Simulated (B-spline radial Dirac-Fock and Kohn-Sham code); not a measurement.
Aluminium (Z = 13). The calculation used a Dirac–Hartree–Slater potential of the neutral atom, no hole, surface-current nucleus (a B-spline radial code).

Predict the main features of the following plot. Total internal conversion coefficients against transition energy, at the marked points and joined by straight lines (also across edges). The total sums all shells and leaves out internal pair formation.

E1 goes from 3.73 at 14.0 keV to 3.67 × 10⁻⁶ at 2000 keV; E2 goes from 257 at 14.0 keV to 6.04 × 10⁻⁶ at 2000 keV; E3 goes from 15300 at 14.0 keV to 9.53 × 10⁻⁶ at 2000 keV; E4 goes from 922000 at 14.0 keV to 1.47 × 10⁻⁵ at 2000 keV.

The result:

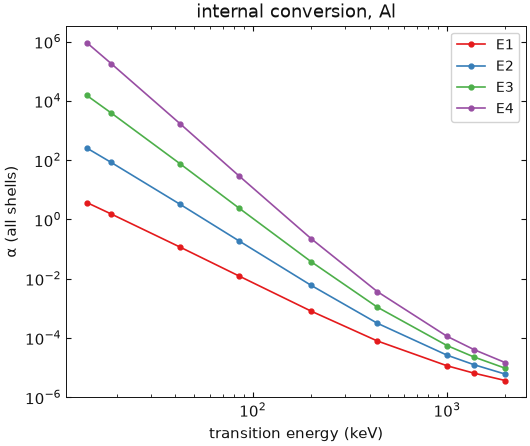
